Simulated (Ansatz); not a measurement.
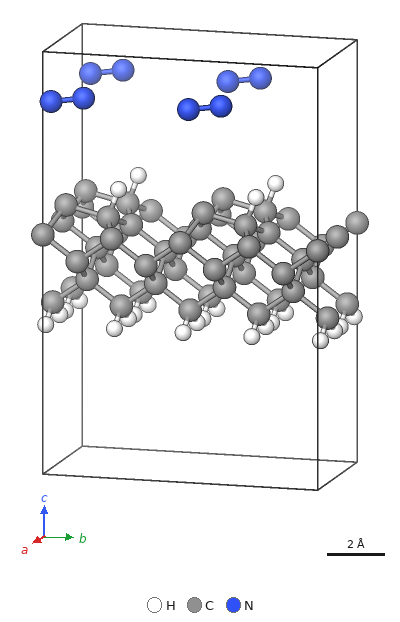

The starting structure (ball-and-stick view of the 1 × 2 repeat of the cell, with the vacuum cut short, seen slightly off an axis). An atom can appear more than once, as a periodic image.

Molecular dynamics of C10H5N (part 1 of 2)

C10H5N (slab, 32 atoms in the cell), computed with DFT PBE-D3(BJ), scalar-relativistic, plane waves, PAW, PAW set soft_1, no spin polarisation (Ansatz 0.2.0).

One setting was made poor on purpose. The input holds or restrains some coordinates. It belongs to a series of runs on one base structure; here: dynamics from the start.

The program's output:
```
Warning: md: disabling space-group detection — thermal motion breaks the input geometry's symmetry, so no spatial operation reduces the k-mesh or symmetrises the density; time reversal is kept, so that k and −k are solved as one point where they differ and the mesh holds both, and exact exchange and, on two spinor components, a DFT+U term hold to it where the run has them: on two components no moment then forms, and a state that bears one, which a typed moment (crystal.atoms[].spin; refused beside efield: under a hybrid functional) reaches, can lie lower, under hf by electronvolts; crystal.symmetry.detect: false (a key that needs symmetry detection or time reversal refuses this as the deck is read) with time_reversal: false beside it drops time reversal too
Warning: scf.convergence.dr2_threshold = 1e-1 eV is looser than this run's default, which is 1e-7 eV or tighter. The error in the forces grows as the threshold's square root, so leave the key out unless less accurate forces are enough
Engine: ansatz 0.2.0, x86_64-unknown-linux-gnu
Pseudopotentials: kind: paw
Pseudopotential: H, paw, valence charge 1, recommended cutoff 420 eV (normal), [file]
Pseudopotential: C, paw, valence charge 4, recommended cutoff 420 eV (normal), [file]
Pseudopotential: N, paw, valence charge 5, recommended cutoff 420 eV (normal), [file]
Functional definition: PBE
  parameter kappa = 0.804
  parameter beta = 0.06672455060314922
  exchange = pbe_x(kappa = kappa, mu = beta*pi^2/3)
  correlation = pbe_c(beta = beta)
Crystal: 32 atoms, lattice volume = 480.115 Å³
Basis set: ecut = 420 eV, 9411 PW (Γ), exchange–correlation on 72×72×256 points (8 copies of the dense FFT grid, shifted against one another)
Bands: 82, of which v1, the nominal top of the filled ones, is band 50 counted from 1 (49 counted from 0)
Symmetry: 1 space group operations
k-points: 4
Non-local potential: H, projectors of the file, l = 0: 2, l = 1: 1
Non-local potential: C, projectors of the file, l = 0: 2, l = 1: 2, l = 2: 1
Non-local potential: N, projectors of the file, l = 0: 2, l = 1: 2, l = 2: 1
PAW form: soft (Blöchl's): semilocal exchange-correlation on the pseudo side does not see the compensation charge
PAW one-centre angular grid: H, 110 points (default); XC on 64 Gauss nodes
PAW one-centre angular grid: C, 110 points (default); XC on 64 Gauss nodes
PAW one-centre angular grid: N, 110 points (default); XC on 64 Gauss nodes
Initial wavefunctions: pseudopotential atomic-orbital guess
Functional: x = pbe(κ = 0.804, μ = 0.2195149727645171), c = pbe(β = 0.06672455060314922)
SCF iter   1: F=—  HF=-5935.718556 eV  |F-HF|=—  |Δ(HF+E_count)|=         —  Δρ=8.92e-2  dr2=3.50e1  ethr=3.10e-3  ⟨swp⟩=6.8  Hψ=1700  notcnv=0  defer=70
preconditioner: auto → LDOS  [metal: Δε(μ)=0.029 eV  Ē_g=16.500 eV  σ=0.020 eV  W_gap=0.34  n_scr=84 (ndim 8)  ℏωp=16.9 eV  f_vac=0.528  D(μ)=25.64/eV (n_scr^D=262)  β→1.0]
SCF iter   2: F=—  HF=-5924.921887 eV  |F-HF|=—  |Δ(HF+E_count)|=    1.08e1  Δρ=4.30e-2  dr2=1.11e1  ethr=3.10e-3  ⟨swp⟩=5.2  Hψ=914  notcnv=0  defer=98
SCF iter   3: F=—  HF=-5923.451418 eV  |F-HF|=—  |Δ(HF+E_count)|=    1.47e0  Δρ=1.77e-2  dr2=2.41e0  ethr=3.10e-3  ⟨swp⟩=3.2  Hψ=679  notcnv=0  defer=99
SCF iter   4: F=—  HF=-5923.667394 eV  |F-HF|=—  |Δ(HF+E_count)|=   2.16e-1  Δρ=2.16e-2  dr2=3.18e0  ethr=2.41e-3  ⟨swp⟩=3.0  Hψ=618  notcnv=0  defer=99
SCF iter   5: F=—  HF=-5923.374082 eV  |F-HF|=—  |Δ(HF+E_count)|=   2.93e-1  Δρ=1.48e-2  dr2=1.75e0  ethr=2.41e-3  ⟨swp⟩=3.0  Hψ=559  notcnv=0  defer=99
SCF iter   6: F=—  HF=-5923.235017 eV  |F-HF|=—  |Δ(HF+E_count)|=   1.39e-1  Δρ=8.37e-3  dr2=8.97e-1  ethr=1.75e-3  ⟨swp⟩=2.0  Hψ=601  notcnv=0  defer=99
SCF iter   7: F=—  HF=-5923.193434 eV  |F-HF|=—  |Δ(HF+E_count)|=   4.16e-2  Δρ=6.56e-3  dr2=5.42e-1  ethr=8.97e-4  ⟨swp⟩=2.5  Hψ=268  notcnv=0  defer=99
SCF iter   8: F=—  HF=-5923.164048 eV  |F-HF|=—  |Δ(HF+E_count)|=   2.94e-2  Δρ=5.31e-3  dr2=3.57e-1  ethr=5.42e-4  ⟨swp⟩=2.8  Hψ=405  notcnv=0  defer=99
SCF iter   9: F=—  HF=-5923.124950 eV  |F-HF|=—  |Δ(HF+E_count)|=   3.91e-2  Δρ=3.45e-3  dr2=1.35e-1  ethr=3.57e-4  ⟨swp⟩=2.2  Hψ=273  notcnv=0  defer=99
SCF iter  10: F=—  HF=-5923.129533 eV  |F-HF|=—  |Δ(HF+E_count)|=   4.58e-3  Δρ=3.75e-3  dr2=2.72e-1  ethr=1.35e-4  ⟨swp⟩=2.2  Hψ=409  notcnv=0  defer=101
SCF iter  11: F=-5923.094054 eV  HF=-5923.129905 eV  |F-HF|=3.59e-2  |Δ(HF+E_count)|=   3.72e-4  Δρ=2.13e-3  dr2=4.35e-2  ethr=1.00e-4  ⟨swp⟩=2.8  Hψ=804  notcnv=0
WARN: F and its Harris–Foulkes estimate disagree by 3.59e-2 eV at the final density (on a DFT+U run the figure also counts the on-site term, by absolute value) — the energy may not be reliable. Consider tightening scf.convergence.
SCF 1 converged in 11 iterations: F = -5923.094054 eV  dr2 = 4.35e-2
  greatest PAW one-centre occupation: 0.854 electrons in one spin orbital (limit 2), on the N atom at site 30 (counted from 0), in its partial waves of l = 0
md step     0: t =     0.00 fs  T =  2417.6 K  F+E_penalty+E_count = -5923.09405358 eV  E_kin = 4.999973 eV  conserved = -5918.09408067 eV  (11 SCF iters)
Initial density: handed on by an earlier stage of this run
Initial wavefunctions: those handed on with the density
iter 1 solved again at ethr=5.87e-5 eV; its pass at ethr=3.10e-3 eV (dr2=5.87e-2 eV) is discarded
SCF iter   1: F=—  HF=-5923.187283 eV  |F-HF|=—  |Δ(HF+E_count)|=         —  Δρ=3.14e-3  dr2=5.89e-2  ethr=5.87e-5  ⟨swp⟩=7.8  Hψ=1865  notcnv=0  defer=1
preconditioner: auto → LDOS  [metal: Δε(μ)=0.033 eV  Ē_g=15.034 eV  σ=0.020 eV  W_gap=0.36  n_scr=84 (ndim 8)  ℏωp=16.9 eV  f_vac=0.566  D(μ)=30.38/eV (n_scr^D=304)  β→1.0]
SCF iter   2: F=-5923.157226 eV  HF=-5923.185826 eV  |F-HF|=2.86e-2  |Δ(HF+E_count)|=   1.46e-3  Δρ=2.05e-3  dr2=3.56e-2  ethr=5.87e-5  ⟨swp⟩=4.0  Hψ=890  notcnv=0
WARN: F and its Harris–Foulkes estimate disagree by 2.86e-2 eV at the final density (on a DFT+U run the figure also counts the on-site term, by absolute value) — the energy may not be reliable. Consider tightening scf.convergence.
SCF 2 converged in 2 iterations: F = -5923.157226 eV  dr2 = 3.56e-2
md step     1: t =     0.50 fs  T =  2443.7 K  F+E_penalty+E_count = -5923.15722562 eV  E_kin = 5.054000 eV  conserved = -5918.10322526 eV  (2 SCF iters, 3 dispersion substeps)
[... from here on the SCF iterations and repeated set-up lines of each step are left out, up to the last step ...]
SCF 3 converged in 2 iterations: F = -5923.313106 eV  dr2 = 3.94e-2
md step     2: t =     1.00 fs  T =  2521.0 K  F+E_penalty+E_count = -5923.31310582 eV  E_kin = 5.213850 eV  conserved = -5918.09925616 eV  (2 SCF iters, 3 dispersion substeps)
md step     3: t =     1.50 fs  T =  2645.9 K  F+E_penalty+E_count = -5923.55655191 eV  E_kin = 5.472195 eV  conserved = -5918.08435656 eV  (2 SCF iters, 3 dispersion substeps)
md step     4: t =     2.00 fs  T =  2812.7 K  F+E_penalty+E_count = -5923.90018597 eV  E_kin = 5.817113 eV  conserved = -5918.08307344 eV  (3 SCF iters, 3 dispersion substeps)
md step     5: t =     2.50 fs  T =  3013.4 K  F+E_penalty+E_count = -5924.32488652 eV  E_kin = 6.232186 eV  conserved = -5918.09270042 eV  (2 SCF iters, 3 dispersion substeps)
md step     6: t =     3.00 fs  T =  3241.1 K  F+E_penalty+E_count = -5924.81793069 eV  E_kin = 6.703043 eV  conserved = -5918.11488758 eV  (2 SCF iters, 3 dispersion substeps)
md step     7: t =     3.50 fs  T =  3481.6 K  F+E_penalty+E_count = -5925.32096661 eV  E_kin = 7.200514 eV  conserved = -5918.12045224 eV  (3 SCF iters, 3 dispersion substeps)
md step     8: t =     4.00 fs  T =  3723.7 K  F+E_penalty+E_count = -5925.82452756 eV  E_kin = 7.701241 eV  conserved = -5918.12328645 eV  (2 SCF iters, 3 dispersion substeps)
md step     9: t =     4.50 fs  T =  3963.2 K  F+E_penalty+E_count = -5926.32965588 eV  E_kin = 8.196461 eV  conserved = -5918.13319473 eV  (2 SCF iters, 3 dispersion substeps)
md step    10: t =     5.00 fs  T =  4186.2 K  F+E_penalty+E_count = -5926.79194410 eV  E_kin = 8.657778 eV  conserved = -5918.13416582 eV  (2 SCF iters, 3 dispersion substeps)
md step    11: t =     5.50 fs  T =  4387.8 K  F+E_penalty+E_count = -5927.21972536 eV  E_kin = 9.074578 eV  conserved = -5918.14514688 eV  (2 SCF iters, 3 dispersion substeps)
md step    12: t =     6.00 fs  T =  4564.6 K  F+E_penalty+E_count = -5927.58563740 eV  E_kin = 9.440402 eV  conserved = -5918.14523563 eV  (2 SCF iters, 3 dispersion substeps)
md step    13: t =     6.50 fs  T =  4712.4 K  F+E_penalty+E_count = -5927.89174331 eV  E_kin = 9.745937 eV  conserved = -5918.14580618 eV  (3 SCF iters, 3 dispersion substeps)
md step    14: t =     7.00 fs  T =  4826.4 K  F+E_penalty+E_count = -5928.08715438 eV  E_kin = 9.981752 eV  conserved = -5918.10540192 eV  (2 SCF iters, 3 dispersion substeps)
md step    15: t =     7.50 fs  T =  4905.7 K  F+E_penalty+E_count = -5928.30150946 eV  E_kin = 10.145732 eV  conserved = -5918.15577697 eV  (4 SCF iters, 3 dispersion substeps)
md step    16: t =     8.00 fs  T =  4948.4 K  F+E_penalty+E_count = -5928.38890088 eV  E_kin = 10.234163 eV  conserved = -5918.15473755 eV  (3 SCF iters, 3 dispersion substeps)
md step    17: t =     8.50 fs  T =  4949.2 K  F+E_penalty+E_count = -5928.38831658 eV  E_kin = 10.235743 eV  conserved = -5918.15257364 eV  (2 SCF iters, 3 dispersion substeps)
md step    18: t =     9.00 fs  T =  4906.9 K  F+E_penalty+E_count = -5928.29817757 eV  E_kin = 10.148296 eV  conserved = -5918.14988116 eV  (2 SCF iters, 3 dispersion substeps)
md step    19: t =     9.50 fs  T =  4820.2 K  F+E_penalty+E_count = -5928.09500414 eV  E_kin = 9.968880 eV  conserved = -5918.12612409 eV  (2 SCF iters, 3 dispersion substeps)
md step    20: t =    10.00 fs  T =  4692.3 K  F+E_penalty+E_count = -5927.83655887 eV  E_kin = 9.704358 eV  conserved = -5918.13220082 eV  (3 SCF iters, 3 dispersion substeps)
md step    21: t =    10.50 fs  T =  4531.6 K  F+E_penalty+E_count = -5927.52158925 eV  E_kin = 9.371995 eV  conserved = -5918.14959434 eV  (3 SCF iters, 3 dispersion substeps)
md step    22: t =    11.00 fs  T =  4345.2 K  F+E_penalty+E_count = -5927.13823622 eV  E_kin = 8.986619 eV  conserved = -5918.15161706 eV  (2 SCF iters, 3 dispersion substeps)
md step    23: t =    11.50 fs  T =  4141.0 K  F+E_penalty+E_count = -5926.70983441 eV  E_kin = 8.564234 eV  conserved = -5918.14559997 eV  (2 SCF iters, 3 dispersion substeps)
md step    24: t =    12.00 fs  T =  3932.3 K  F+E_penalty+E_count = -5926.26842143 eV  E_kin = 8.132638 eV  conserved = -5918.13578342 eV  (2 SCF iters, 3 dispersion substeps)
md step    25: t =    12.50 fs  T =  3724.6 K  F+E_penalty+E_count = -5925.82575531 eV  E_kin = 7.702967 eV  conserved = -5918.12278872 eV  (3 SCF iters, 3 dispersion substeps)
md step    26: t =    13.00 fs  T =  3526.0 K  F+E_penalty+E_count = -5925.44595516 eV  E_kin = 7.292307 eV  conserved = -5918.15364803 eV  (2 SCF iters, 3 dispersion substeps)
md step    27: t =    13.50 fs  T =  3350.5 K  F+E_penalty+E_count = -5925.08076004 eV  E_kin = 6.929379 eV  conserved = -5918.15138088 eV  (2 SCF iters, 3 dispersion substeps)
md step    28: t =    14.00 fs  T =  3200.8 K  F+E_penalty+E_count = -5924.75834051 eV  E_kin = 6.619858 eV  conserved = -5918.13848254 eV  (2 SCF iters, 3 dispersion substeps)
md step    29: t =    14.50 fs  T =  3083.3 K  F+E_penalty+E_count = -5924.52218389 eV  E_kin = 6.376707 eV  conserved = -5918.14547702 eV  (2 SCF iters, 3 dispersion substeps)
md step    30: t =    15.00 fs  T =  3001.2 K  F+E_penalty+E_count = -5924.34946356 eV  E_kin = 6.206918 eV  conserved = -5918.14254527 eV  (2 SCF iters, 3 dispersion substeps)
md step    31: t =    15.50 fs  T =  2956.4 K  F+E_penalty+E_count = -5924.27161809 eV  E_kin = 6.114350 eV  conserved = -5918.15726842 eV  (4 SCF iters, 3 dispersion substeps)
md step    32: t =    16.00 fs  T =  2949.8 K  F+E_penalty+E_count = -5924.25824747 eV  E_kin = 6.100751 eV  conserved = -5918.15749645 eV  (2 SCF iters, 3 dispersion substeps)
md step    33: t =    16.50 fs  T =  2980.0 K  F+E_penalty+E_count = -5924.31885392 eV  E_kin = 6.163181 eV  conserved = -5918.15567255 eV  (2 SCF iters, 3 dispersion substeps)
md step    34: t =    17.00 fs  T =  3042.8 K  F+E_penalty+E_count = -5924.45120600 eV  E_kin = 6.293079 eV  conserved = -5918.15812661 eV  (3 SCF iters, 3 dispersion substeps)
md step    35: t =    17.50 fs  T =  3131.5 K  F+E_penalty+E_count = -5924.63615295 eV  E_kin = 6.476365 eV  conserved = -5918.15978807 eV  (2 SCF iters, 3 dispersion substeps)
md step    36: t =    18.00 fs  T =  3241.7 K  F+E_penalty+E_count = -5924.86361238 eV  E_kin = 6.704454 eV  conserved = -5918.15915791 eV  (2 SCF iters, 3 dispersion substeps)
md step    37: t =    18.50 fs  T =  3365.8 K  F+E_penalty+E_count = -5925.10690587 eV  E_kin = 6.961071 eV  conserved = -5918.14583517 eV  (2 SCF iters, 3 dispersion substeps)
md step    38: t =    19.00 fs  T =  3498.8 K  F+E_penalty+E_count = -5925.38646217 eV  E_kin = 7.235985 eV  conserved = -5918.15047753 eV  (2 SCF iters, 3 dispersion substeps)
md step    39: t =    19.50 fs  T =  3637.2 K  F+E_penalty+E_count = -5925.68872264 eV  E_kin = 7.522252 eV  conserved = -5918.16647110 eV  (3 SCF iters, 3 dispersion substeps)
md step    40: t =    20.00 fs  T =  3774.1 K  F+E_penalty+E_count = -5925.97216834 eV  E_kin = 7.805364 eV  conserved = -5918.16680464 eV  (2 SCF iters, 3 dispersion substeps)
md step    41: t =    20.50 fs  T =  3909.6 K  F+E_penalty+E_count = -5926.26067925 eV  E_kin = 8.085768 eV  conserved = -5918.17491101 eV  (2 SCF iters, 3 dispersion substeps)
md step    42: t =    21.00 fs  T =  4043.6 K  F+E_penalty+E_count = -5926.52155638 eV  E_kin = 8.362908 eV  conserved = -5918.15864871 eV  (2 SCF iters, 3 dispersion substeps)
md step    43: t =    21.50 fs  T =  4173.3 K  F+E_penalty+E_count = -5926.81262473 eV  E_kin = 8.630991 eV  conserved = -5918.18163363 eV  (4 SCF iters, 3 dispersion substeps)
md step    44: t =    22.00 fs  T =  4293.3 K  F+E_penalty+E_count = -5927.06130061 eV  E_kin = 8.879281 eV  conserved = -5918.18201939 eV  (2 SCF iters, 3 dispersion substeps)
md step    45: t =    22.50 fs  T =  4401.6 K  F+E_penalty+E_count = -5927.27453887 eV  E_kin = 9.103203 eV  conserved = -5918.17133592 eV  (2 SCF iters, 3 dispersion substeps)
md step    46: t =    23.00 fs  T =  4489.3 K  F+E_penalty+E_count = -5927.46502221 eV  E_kin = 9.284557 eV  conserved = -5918.18046521 eV  (4 SCF iters, 3 dispersion substeps)
md step    47: t =    23.50 fs  T =  4545.4 K  F+E_penalty+E_count = -5927.58365638 eV  E_kin = 9.400662 eV  conserved = -5918.18299476 eV  (2 SCF iters, 3 dispersion substeps)
md step    48: t =    24.00 fs  T =  4567.9 K  F+E_penalty+E_count = -5927.63054371 eV  E_kin = 9.447200 eV  conserved = -5918.18334379 eV  (2 SCF iters, 3 dispersion substeps)
md step    49: t =    24.50 fs  T =  4552.3 K  F+E_penalty+E_count = -5927.58368587 eV  E_kin = 9.414919 eV  conserved = -5918.16876704 eV  (2 SCF iters, 3 dispersion substeps)
md step    50: t =    25.00 fs  T =  4497.4 K  F+E_penalty+E_count = -5927.45217127 eV  E_kin = 9.301282 eV  conserved = -5918.15088882 eV  (2 SCF iters, 3 dispersion substeps)
md step    51: t =    25.50 fs  T =  4408.2 K  F+E_penalty+E_count = -5927.30662019 eV  E_kin = 9.116958 eV  conserved = -5918.18966177 eV  (4 SCF iters, 3 dispersion substeps)
md step    52: t =    26.00 fs  T =  4290.8 K  F+E_penalty+E_count = -5927.06239889 eV  E_kin = 8.873969 eV  conserved = -5918.18843017 eV  (3 SCF iters, 3 dispersion substeps)
md step    53: t =    26.50 fs  T =  4150.3 K  F+E_penalty+E_count = -5926.77083822 eV  E_kin = 8.583412 eV  conserved = -5918.18742661 eV  (2 SCF iters, 3 dispersion substeps)
md step    54: t =    27.00 fs  T =  3996.0 K  F+E_penalty+E_count = -5926.44715224 eV  E_kin = 8.264313 eV  conserved = -5918.18283924 eV  (2 SCF iters, 3 dispersion substeps)
md step    55: t =    27.50 fs  T =  3834.9 K  F+E_penalty+E_count = -5926.11512328 eV  E_kin = 7.931288 eV  conserved = -5918.18383506 eV  (3 SCF iters, 3 dispersion substeps)
md step    56: t =    28.00 fs  T =  3673.5 K  F+E_penalty+E_count = -5925.78128917 eV  E_kin = 7.597398 eV  conserved = -5918.18389118 eV  (2 SCF iters, 3 dispersion substeps)
md step    57: t =    28.50 fs  T =  3519.2 K  F+E_penalty+E_count = -5925.43944396 eV  E_kin = 7.278200 eV  conserved = -5918.16124378 eV  (2 SCF iters, 3 dispersion substeps)
md step    58: t =    29.00 fs  T =  3376.5 K  F+E_penalty+E_count = -5925.16881079 eV  E_kin = 6.983095 eV  conserved = -5918.18571622 eV  (4 SCF iters, 3 dispersion substeps)
md step    59: t =    29.50 fs  T =  3248.8 K  F+E_penalty+E_count = -5924.90388287 eV  E_kin = 6.719048 eV  conserved = -5918.18483471 eV  (2 SCF iters, 3 dispersion substeps)
md step    60: t =    30.00 fs  T =  3138.7 K  F+E_penalty+E_count = -5924.67640444 eV  E_kin = 6.491364 eV  conserved = -5918.18504034 eV  (2 SCF iters, 3 dispersion substeps)
md step    61: t =    30.50 fs  T =  3047.6 K  F+E_penalty+E_count = -5924.47473558 eV  E_kin = 6.302890 eV  conserved = -5918.17184514 eV  (4 SCF iters, 3 dispersion substeps)
md step    62: t =    31.00 fs  T =  2974.5 K  F+E_penalty+E_count = -5924.32960210 eV  E_kin = 6.151734 eV  conserved = -5918.17786775 eV  (2 SCF iters, 3 dispersion substeps)
md step    63: t =    31.50 fs  T =  2920.4 K  F+E_penalty+E_count = -5924.18461425 eV  E_kin = 6.039863 eV  conserved = -5918.14475119 eV  (2 SCF iters, 3 dispersion substeps)
md step    64: t =    32.00 fs  T =  2883.1 K  F+E_penalty+E_count = -5924.14030386 eV  E_kin = 5.962791 eV  conserved = -5918.17751305 eV  (4 SCF iters, 3 dispersion substeps)
md step    65: t =    32.50 fs  T =  2860.1 K  F+E_penalty+E_count = -5924.09779579 eV  E_kin = 5.915146 eV  conserved = -5918.18264934 eV  (2 SCF iters, 3 dispersion substeps)
md step    66: t =    33.00 fs  T =  2852.4 K  F+E_penalty+E_count = -5924.06635421 eV  E_kin = 5.899206 eV  conserved = -5918.16714844 eV  (2 SCF iters, 3 dispersion substeps)
md step    67: t =    33.50 fs  T =  2857.8 K  F+E_penalty+E_count = -5924.09238820 eV  E_kin = 5.910297 eV  conserved = -5918.18209079 eV  (4 SCF iters, 3 dispersion substeps)
md step    68: t =    34.00 fs  T =  2874.0 K  F+E_penalty+E_count = -5924.12508714 eV  E_kin = 5.943836 eV  conserved = -5918.18125073 eV  (2 SCF iters, 3 dispersion substeps)
md step    69: t =    34.50 fs  T =  2901.9 K  F+E_penalty+E_count = -5924.18070341 eV  E_kin = 6.001516 eV  conserved = -5918.17918692 eV  (2 SCF iters, 3 dispersion substeps)
md step    70: t =    35.00 fs  T =  2939.2 K  F+E_penalty+E_count = -5924.25147667 eV  E_kin = 6.078713 eV  conserved = -5918.17276415 eV  (2 SCF iters, 3 dispersion substeps)
md step    71: t =    35.50 fs  T =  2987.9 K  F+E_penalty+E_count = -5924.35124157 eV  E_kin = 6.179446 eV  conserved = -5918.17179573 eV  (2 SCF iters, 3 dispersion substeps)
automatic band count: iteration 1 solves 58 bands in place of 82: the levels show a gap, and the empty bands left out lie too high to hold charge; the band table lists the bands solved (type scf.n_extra_bands for more)
preconditioner: auto → LDOS  [insulator: Δε(μ)=0.102 eV  Ē_g=12.331 eV  σ=0.020 eV  W_gap=0.85  n_scr=84 (ndim 8)  ℏωp=16.9 eV  f_vac=0.586  D(μ)=3.78/eV (n_scr^D=6)  ε∞_Penn≈2.9  β→1.0]
md step    72: t =    36.00 fs  T =  3049.1 K  F+E_penalty+E_count = -5924.49498867 eV  E_kin = 6.306104 eV  conserved = -5918.18888503 eV  (4 SCF iters, 3 dispersion substeps)
```

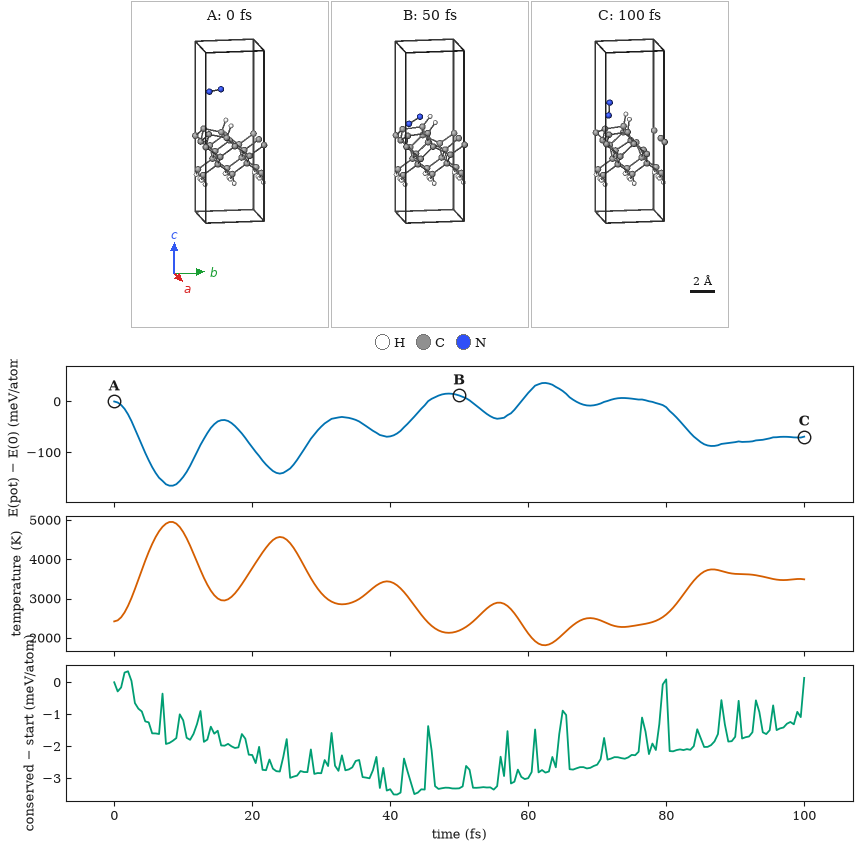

Frames of the molecular dynamics (ball-and-stick, simulation cell, with the vacuum cut short, seen slightly off an axis) above the curves, on which the letters mark them. The trajectory kept here has 201 frames over 100 fs. The temperature starts at 2418 K, ranges from 1810 to 4949 K and averages 2805 K over the second half. The potential energy ends 69.1 meV/atom below its first value. The conserved quantity stays within 3.9 meV/atom. With the common drift removed, the root-mean-square displacement is 0.50 Å, and N31 has moved furthest (2.03 Å).
